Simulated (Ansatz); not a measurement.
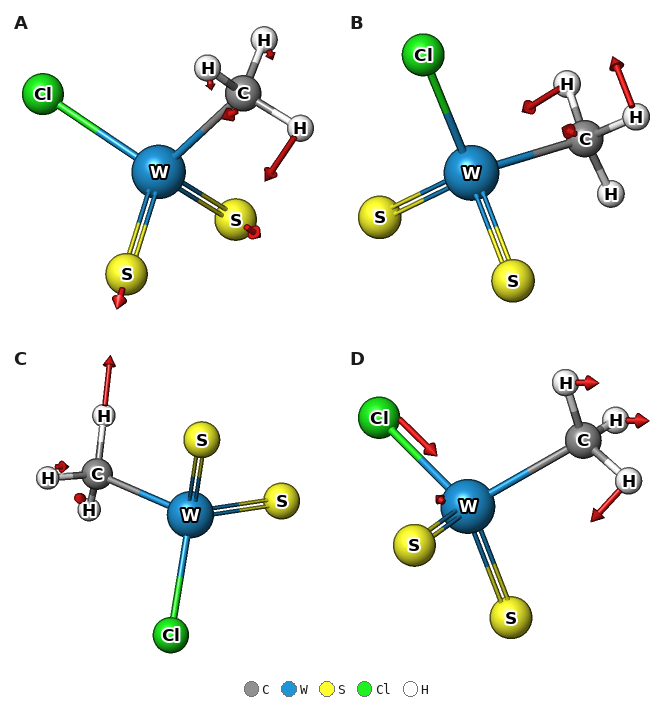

4 normal modes of one molecule or complex, as arrows. Charge 0, singlet. Harmonic vibrations computed with RKS PBE0-D4/def2-TZVP, core potentials on W (Ansatz 0.2.0) at a stationary point of the same level.

Match the panels to the wavenumbers 192 cm⁻¹, 412 cm⁻¹, 563 cm⁻¹, 3147 cm⁻¹.

Answer. A: 563 cm⁻¹
B: 192 cm⁻¹
C: 3147 cm⁻¹, C–H stretching
D: 412 cm⁻¹, W–Cl stretching
